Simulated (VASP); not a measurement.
Band structure of MgB₂ (AlB2 type). Method: PBEsol GGA, VASP's PBE PAW potentials (set 64) (plane waves; VASP).

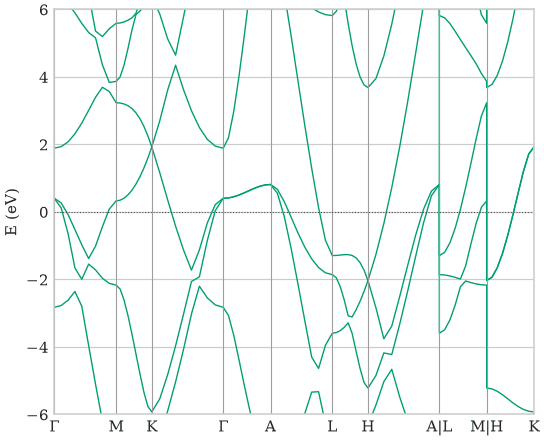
Bands along high-symmetry lines, zero at the valence-band maximum or, without a gap, the Fermi level

Question: Read the plot: is there a gap, and where are the band edges?

Answer: It has no gap at this level: it comes out as a metal or semimetal. (Edges off the drawn lines would not show.)

The compound is MgB2 in the AlB2 type structure. It was relaxed first.
